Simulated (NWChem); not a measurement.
**C2H6F2OSi (SMILES C[Si](F)(F)CO): levels of theory compared**

Wanted: a comparison of 3 runs (HF/STO-3G, HF/3-21G, B3LYP/6-31G*) of C2H6F2OSi. 

The calculation is run with NWChem 7.3.0.

## Step 1: The molecule

The species is C2H6F2OSi (12 atoms), meant as a singlet with charge 0. SMILES: `C[Si](F)(F)CO`. The coordinates come from a PBE0-D4/def2-TZVP relaxation. This is one conformer, not always the lowest.

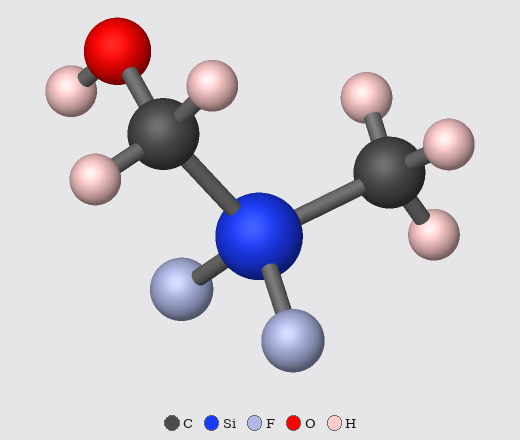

The structure, seen from a chosen angle (carbon dark grey, silicon blue, fluorine light blue, oxygen red, hydrogen pink).

## Step 2: Energy and gradient at HF/STO-3G (run 1)

Contents of struct.nw:

```
start struct
title "C2H6F2OSi"
memory stack 880 mb heap 220 mb global 1100 mb
charge 0

geometry noautosym nocenter noautoz
C    -1.555200   -0.440100    0.648200
Si    0.151400   -0.748000    0.032300
F     1.114400   -1.017900    1.280900
F     0.182300   -2.068900   -0.859500
C     0.933200    0.664600   -0.909400
O     1.111400    1.783500   -0.042500
H    -1.884000   -1.247800    1.305800
H    -2.259700   -0.365900   -0.183500
H    -1.587100    0.497700    1.207500
H     0.276600    0.999700   -1.717100
H     1.875200    0.360100   -1.386000
H     1.718600    1.527800    0.657200
end

basis spherical bse
* library STO-3G
end

scf
singlet
rhf
thresh 1e-08
maxiter 80
noprint "final vectors analysis"
end

task scf gradient
```

The run is started by

```console
$ nwchem struct.nw > struct.out
```

The log of the run:

```text
[...]
  functions       =    40
[...]
  wavefunction    = RHF
[...]
         Total SCF energy =   -633.885459218908
      One-electron energy =  -1551.077550321789
      Two-electron energy =    582.419795148754
 Nuclear repulsion energy =    334.772295954127
        Time for solution =      2.5s
[...]
                         RHF ENERGY GRADIENTS
    atom               coordinates                        gradient
                 x          y          z           x          y          z
   1 C      -2.938902  -0.831668   1.224920    0.009957  -0.005907  -0.000571
   2 Si      0.286105  -1.413515   0.061038   -0.001966   0.002260   0.001298
   3 F       2.105911  -1.923552   2.420550   -0.005169   0.002978  -0.006748
   4 F       0.344497  -3.909654  -1.624219   -0.000438   0.009912   0.005495
   5 C       1.763492   1.255912  -1.718517    0.000649   0.009339   0.004551
   6 O       2.100241   3.370326  -0.080313    0.025259  -0.037864   0.023217
   7 H      -3.560244  -2.358000   2.467604   -0.001721  -0.007698   0.005377
   8 H      -4.270214  -0.691451  -0.346765   -0.004375   0.000279  -0.008843
   9 H      -2.999184   0.940517   2.281844    0.002609   0.008595   0.004124
  10 H       0.522698   1.889159  -3.244848   -0.002249  -0.000564  -0.002194
  11 H       3.543614   0.680490  -2.619160    0.003174  -0.000545  -0.002534
[...]
```

It took 3.9 s on 1 thread of AMD EPYC 9R45 (Zen 5), shared host; peak memory 0.1 GiB.

## Step 3: Energy and gradient at HF/3-21G (run 2)

Contents of struct.nw:

```
start struct
memory stack 880 mb heap 220 mb global 1100 mb
charge 0
geometry noautosym nocenter noautoz
   C    -1.555200   -0.440100    0.648200
   Si    0.151400   -0.748000    0.032300
   F     1.114400   -1.017900    1.280900
   F     0.182300   -2.068900   -0.859500
   C     0.933200    0.664600   -0.909400
   O     1.111400    1.783500   -0.042500
   H    -1.884000   -1.247800    1.305800
   H    -2.259700   -0.365900   -0.183500
   H    -1.587100    0.497700    1.207500
   H     0.276600    0.999700   -1.717100
   H     1.875200    0.360100   -1.386000
   H     1.718600    1.527800    0.657200
end
basis spherical bse
   * library 3-21G
end
scf
   thresh 1e-08
   maxiter 80
   print medium
end
task scf gradient
```

The run is started by

```console
$ nwchem struct.nw > struct.out
```

The log of the run:

```text
[...]
  functions       =    70
[...]
  wavefunction    = RHF
[...]
         Total SCF energy =   -638.596142481289
      One-electron energy =  -1551.459820243084
      Two-electron energy =    578.091381807667
 Nuclear repulsion energy =    334.772295954127
        Time for solution =      3.0s
[...]
                         RHF ENERGY GRADIENTS
    atom               coordinates                        gradient
                 x          y          z           x          y          z
   1 C      -2.938902  -0.831668   1.224920    0.011618  -0.003547  -0.002532
   2 Si      0.286105  -1.413515   0.061038    0.009010  -0.017758   0.000609
   3 F       2.105911  -1.923552   2.420550   -0.014836   0.005787  -0.015479
   4 F       0.344497  -3.909654  -1.624219   -0.003313   0.020000   0.012340
   5 C       1.763492   1.255912  -1.718517    0.001124   0.011901   0.031595
   6 O       2.100241   3.370326  -0.080313    0.001842  -0.010693  -0.011848
   7 H      -3.560244  -2.358000   2.467604    0.000278  -0.004858   0.002951
   8 H      -4.270214  -0.691451  -0.346765   -0.001467  -0.000090  -0.005314
   9 H      -2.999184   0.940517   2.281844    0.001811   0.004604   0.002397
  10 H       0.522698   1.889159  -3.244848   -0.005057   0.001743  -0.005348
  11 H       3.543614   0.680490  -2.619160    0.005614  -0.002696  -0.003022
[...]
```

Run time: 4.5 s. Hardware: 1 thread of AMD EPYC 9R45 (Zen 5), shared host; peak memory 0.098 GiB.

## Step 4: Energy and forces at B3LYP/6-31G(d) (Cartesian functions) (run 3)

Contents of run.py:

```python
from ase import Atoms
from ase.calculators.nwchem import NWChem

atoms = Atoms(['C', 'Si', 'F', 'F', 'C', 'O', 'H', 'H', 'H', 'H', 'H', 'H'], positions=[
    [-1.555200, -0.440100, 0.648200],
    [0.151400, -0.748000, 0.032300],
    [1.114400, -1.017900, 1.280900],
    [0.182300, -2.068900, -0.859500],
    [0.933200, 0.664600, -0.909400],
    [1.111400, 1.783500, -0.042500],
    [-1.884000, -1.247800, 1.305800],
    [-2.259700, -0.365900, -0.183500],
    [-1.587100, 0.497700, 1.207500],
    [0.276600, 0.999700, -1.717100],
    [1.875200, 0.360100, -1.386000],
    [1.718600, 1.527800, 0.657200],
])

calc = NWChem(
    label='run',
    theory='dft',
    memory='2200 mb',
    basis='6-31G*',
    dft={'xc': 'b3lyp', 'mult': '1', 'grid': 'fine', 'convergence': 'energy 1e-08', 'iterations': '100', 'mulliken': None},
)
atoms.calc = calc

forces = atoms.get_forces()
print("Total energy (eV):", round(atoms.get_potential_energy(), 6))
print("forces (eV/A):")
for s, f in zip(atoms.symbols, forces):
    print(f"{s:2s} {f[0]:10.5f} {f[1]:10.5f} {f[2]:10.5f}")
print("dipole (e A):", atoms.get_dipole_moment().round(4))
```

The run is started by

```console
$ export ASE_NWCHEM_COMMAND="nwchem PREFIX.nwi > PREFIX.nwo"
$ python run.py
```

The log of the run:

```text
Total energy (eV): -17533.735778
forces (eV/A):
C    -0.16028    0.04253    0.03610
Si   -0.16285    0.36679   -0.04849
F     0.40495   -0.08824    0.50954
F     0.00951   -0.59187   -0.41930
C     0.02052   -0.17314   -0.19736
O    -0.29115    0.50131   -0.09744
H    -0.06520   -0.05980    0.06505
H    -0.10907    0.01882   -0.05230
H    -0.04489    0.08233    0.05507
H    -0.03646    0.07261   -0.06412
H     0.11930   -0.01178   -0.07240
H     0.31563   -0.15961    0.28555
dipole (e A): [-0.1221  0.0695 -0.0089]
```

The calculator wrote run.nwi:

```
title "run"

permanent_dir run

scratch_dir run

start run

geometry units angstrom nocenter noautosym noautoz
  C  -1.5551999999999999e+00 -4.4009999999999999e-01 6.4820000000000000e-01
  Si 1.5140000000000001e-01 -7.4800000000000000e-01 3.2300000000000002e-02
  F  1.1144000000000001e+00 -1.0179000000000000e+00 1.2808999999999999e+00
  F  1.8229999999999999e-01 -2.0689000000000002e+00 -8.5950000000000004e-01
  C  9.3320000000000003e-01 6.6459999999999997e-01 -9.0939999999999999e-01
  O  1.1113999999999999e+00 1.7835000000000001e+00 -4.2500000000000003e-02
  H  -1.8839999999999999e+00 -1.2478000000000000e+00 1.3058000000000001e+00
  H  -2.2597000000000000e+00 -3.6590000000000000e-01 -1.8350000000000000e-01
  H  -1.5871000000000000e+00 4.9769999999999998e-01 1.2075000000000000e+00
  H  2.7660000000000001e-01 9.9970000000000003e-01 -1.7171000000000001e+00
  H  1.8752000000000000e+00 3.6009999999999998e-01 -1.3859999999999999e+00
  H  1.7185999999999999e+00 1.5278000000000000e+00 6.5720000000000001e-01
end

memory 2200 mb

basis noprint
   * library 6-31G*
end

dft
  xc b3lyp
  mult 1
  grid fine
  convergence energy 1e-08
  iterations 100
  mulliken
end

task dft gradient
```

run.nwo:

```text
Northwest Computational Chemistry Package (NWChem) 7.3.0
             --------------------------------------------------------

           Job information
           ---------------

    nwchem branch   = 7.3.0
    use scalapack   = T
    input           = run.nwi
    prefix          = run.
    data base       = run/run.db
    status          = startup
    nproc           =        1

           Memory information
           ------------------

    heap     =     72089596 doubles =      550.0 Mbytes
    stack    =     72089601 doubles =      550.0 Mbytes
    global   =    144179200 doubles =     1100.0 Mbytes (distinct from heap & stack)
    total    =    288358397 doubles =     2200.0 Mbytes
    verify   = yes
    hardfail = no

           Directory information
           ---------------------

  0 permanent = run
  0 scratch   = run

                                NWChem Input Module
                                -------------------

                                        run
                                        ---

[... 104 lines left out ...]
  convergence criterion.
[... 17 lines left out ...]
          Convergence on gradient requested:  5.00D-04
[... 28 lines left out ...]
          Convergence aids based upon iterative change in
[... 28 lines left out ...]
 1-e energy   =   -1552.204552
[... 62 lines left out ...]
         Total DFT energy =     -644.352910287944
[... 2 lines left out ...]
    Exchange-Corr. energy =      -63.739496467978
[... 807 lines left out ...]
          Convergence on energy requested:  1.00D-08
[... 26 lines left out ...]
          Spatial weights used:  Erf1
[... 4 lines left out ...]
          total energy or number of iterations.
[... 18 lines left out ...]
                            NWChem DFT Gradient Module
                            --------------------------

                                        run

  charge          =   0.00
  wavefunction    = closed shell

                         DFT ENERGY GRADIENTS

    atom               coordinates                        gradient
                 x          y          z           x          y          z
   1 C      -2.938902  -0.831668   1.224920    0.003117  -0.000827  -0.000702
   2 Si      0.286105  -1.413515   0.061038    0.003167  -0.007133   0.000943
   3 F       2.105911  -1.923552   2.420550   -0.007875   0.001716  -0.009909
[... 8 lines of this table left out ...]
  12 H       3.247683   2.887123   1.241928   -0.006138   0.003104  -0.005553

                 ----------------------------------------
                 |  Time  |  1-e(secs)   |  2-e(secs)   |
                 ----------------------------------------
                 |  CPU   |       0.01   |       4.00   |
                 ----------------------------------------
                 |  WALL  |       0.01   |       4.00   |
                 ----------------------------------------

 Task  times  cpu:       25.5s     wall:       25.5s
 Total times  cpu:       25.5s     wall:       25.5s
```

It took 27 s on 1 thread of AMD EPYC 9R45 (Zen 5), shared host; peak memory 0.13 GiB.

## Step 5: The series

```tsv
run	level	Cartesian functions	iteration cap	energy (Eh)	dipole moment (D)	largest force (eV/Å)	wall time
1	HF/STO-3G	no	80	-633.885459	0.40	2.627	3.9 s
2	HF/3-21G	no	80	-638.596142	1.01	1.737	4.5 s
3	B3LYP/6-31G* (Cartesian functions)	yes	100	-644.352910	0.68	0.725	27 s
```

## Step 6: Results

```
                       quantity          value
            run 3: total energy  -644.35291 Eh
           run 3: dipole moment         0.68 D
             run 3: HOMO energy       -7.11 eV
             run 3: LUMO energy        1.03 eV
           run 3: HOMO–LUMO gap        8.14 eV
run 3: largest force on an atom     0.725 eV/Å
```

**Reading.** The dipole moment (its size) runs from 0.40 D (HF/STO-3G) to 1.01 D (HF/3-21G). In run 1 the basis is minimal, so the values are rough. All runs together took 35 s, the longest 27 s.
